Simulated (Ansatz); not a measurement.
**wB97X/6-311+G(d,p) run of BNH3OF (SMILES NB(O)F)**

Aim: the energy change on altering one bond length of BNH3OF at wB97X/6-311+G**, from 2 runs. 

The results are computed with Ansatz 0.2.0.

122 further runs of the same task are left out: 122 set aside as unsound or not needed.

**1. Starting point**

BNH3OF has 7 atoms, charge 0, and is taken as a singlet. As SMILES, `NB(O)F`. Geometry: relaxed at PBE0-D4/def2-TZVP. This is one conformer, not always the lowest.

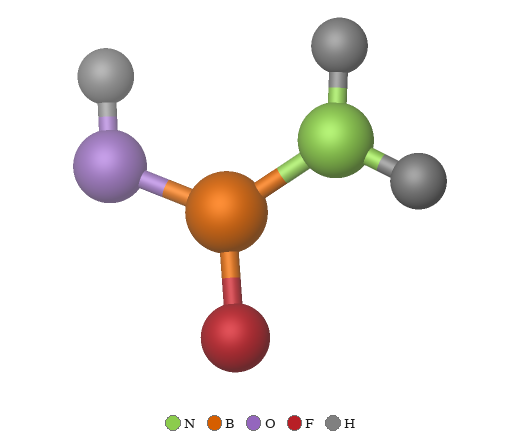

Viewed from a chosen angle; nitrogen green, boron orange, oxygen purple, fluorine red, hydrogen grey.

**2. A single-point energy at wB97X/6-311+G(d,p)**

File molecule.yaml:

```yaml
crystal:
  periodic: [false, false, false]
  atoms:
    - {symbol: "N", position_ang: [-0.531800, 0.753400, -0.032100]}
    - {symbol: B, position_ang: [0.039300, -0.505700, -0.288800]}
    - {symbol: O, position_ang: [1.106300, -1.044300, 0.367000]}
    - {symbol: F, position_ang: [-0.494800, -1.258200, -1.256300]}
    - {symbol: H, position_ang: [-1.320400, 1.081700, -0.559700]}
    - {symbol: H, position_ang: [-0.210100, 1.394300, 0.668500]}
    - {symbol: H, position_ang: [1.472700, -0.489200, 1.055700]}
basis:
  gaussian:
    orbitals: 6-311+G_st__st_.json
hamiltonian:
  xc: {name: wB97X}
accuracy: high
output:
  orbitals: {seedname: orbitals}
```

The basis set 6-311+G** is read from a file made from the Basis Set Exchange's data (not shown).

Command:

```console
$ ansatz run molecule.yaml --threads 1 --pin off --max-ram 3480MiB --events-out events.jsonl --progress --plain --runs-dir runs
```

What it wrote:

```text
Warning: RAYON_NUM_THREADS=1 ignored (pool sized by the plan → 1); use --threads N
Functional definition: wB97X
  name "wB97X"
  parameter omega = 0.3/bohr
  parameter cx = 0.157706
  parameter cx1 = 0.726479
  parameter cx2 = 1.04760
  parameter cx3 = -5.70635
  parameter cx4 = 13.2794
  parameter css1 = -4.33879
  parameter css2 = 18.2308
  parameter css3 = -31.7430
  parameter css4 = 17.2901
  parameter cos1 = 2.37031
  parameter cos2 = -11.3995
  parameter cos3 = 6.58405
  parameter cos4 = -3.78132
  exchange = spin_sum(e_x_unif_sr(omega)*poly(b97_u_x, 1 - cx, cx1, cx2, cx3, cx4)) + cx*exact_x_sr(omega)
      + exact_x_lr(omega)
  correlation = spin_sum(e_c_pw_same_spin*poly(b97_u_same, 1, css1, css2, css3, css4))
      + integral(e_c_pw_opposite_spin*poly(b97_u_opposite, 1, cos1, cos2, cos3, cos4))
2051 factors; integrals over basis functions are off by at most 5.0e-9 eV
371 factors; integrals over basis functions are off by at most 2.1e-9 eV
mean field evaluation 1: about -6976.7041 eV, gradient 6.6e1 eV
mean field evaluation 2: about -6978.0966 eV, gradient 6.2e1 eV
mean field evaluation 4: about -6983.9440 eV, gradient 2.3e0 eV
mean field evaluation 8: about -6983.9498 eV, gradient 6.8e-2 eV
mean field evaluation 16: about -6983.9498 eV, gradient 1.8e-5 eV
mean field -6983.94976405 eV, -256.6554199376 hartree, gradient 4.4e-8 eV, S^2 0.000000; 0 other end points of the search recorded, 0 dependent functions left out
reference -6983.94975909 eV, -256.6554197555 hartree; 16, 16 occupied and 90, 90 virtual orbitals, 2051 factors
Total energy: -6983.94975909 eV, -256.6554197555 hartree
```

It took 21 s on 1 thread of Intel Xeon Platinum 8259CL at 2.50GHz (Skylake/Cascade Lake), shared host; peak memory 0.52 GiB.

**3. The distorted shape**

File run.yaml:

```yaml
basis:
  gaussian: {orbitals: 6-311+G_st__st_.json}
crystal:
  periodic: [false, false, false]
  atoms:
    - {symbol: "N", position_ang: [-0.988700, 1.760725, 0.173269]}
    - {symbol: B, position_ang: [0.039300, -0.505700, -0.288800]}
    - {symbol: O, position_ang: [1.106300, -1.044300, 0.367000]}
    - {symbol: F, position_ang: [-0.494800, -1.258200, -1.256300]}
    - {symbol: H, position_ang: [-1.777300, 2.089025, -0.354331]}
    - {symbol: H, position_ang: [-0.667000, 2.401625, 0.873869]}
    - {symbol: H, position_ang: [1.472700, -0.489200, 1.055700]}
hamiltonian: {xc: {name: wB97X}}
accuracy: high
output: {orbitals: {seedname: orbitals}}
```

The basis set 6-311+G** is read from a file made from the Basis Set Exchange's data (not shown).

Command:

```console
$ ansatz run run.yaml --threads 1 --pin off --max-ram 3480MiB --events-out events.jsonl --progress --plain --runs-dir runs
```

What it wrote (excerpt; [...] marks lines left out):

```text
Warning: RAYON_NUM_THREADS=1 ignored (pool sized by the plan → 1); use --threads N
[... 2 set-up lines as earlier in the session ...]
[...]
      + exact_x_lr(omega)
[...]
      + integral(e_c_pw_opposite_spin*poly(b97_u_opposite, 1, cos1, cos2, cos3, cos4))
2034 factors; integrals over basis functions are off by at most 1.4e-8 eV
407 factors; integrals over basis functions are off by at most 2.3e-9 eV
[...]
mean field -6978.38038787 eV, -256.4507491382 hartree, gradient 2.1e-8 eV, S^2 0.000000; 0 other end points of the search recorded, 0 dependent functions left out
reference -6978.38038303 eV, -256.4507489604 hartree; 16, 16 occupied and 90, 90 virtual orbitals, 2034 factors
Total energy: -6978.38038303 eV, -256.4507489604 hartree
```

It took 25 s on 1 thread of Intel Xeon Platinum 8259CL at 2.50GHz (Skylake/Cascade Lake), shared host; peak memory 0.51 GiB.

**4. What came out**

At wB97X/6-311+G**:

| quantity | value |
| --- | --- |
| first shape: total energy | -256.65542 Eh |
| first shape: HOMO energy | -10.73 eV |
| first shape: LUMO energy | 1.25 eV |
| first shape: HOMO–LUMO gap | 11.97 eV |
| distorted shape: total energy | -256.45075 Eh |
| distorted shape: HOMO energy | -8.38 eV |
| distorted shape: LUMO energy | -0.62 eV |
| distorted shape: HOMO–LUMO gap | 7.76 eV |
| energy change with the N1–B2 bond stretched from 1.406 to 2.531 Å | 5.569 eV |

What this shows: With the N1–B2 bond stretched from 1.406 to 2.531 Å the energy rises by 5.57 eV (537 kJ/mol). The first shape isn't relaxed at this level, so the change isn't measured from a minimum.
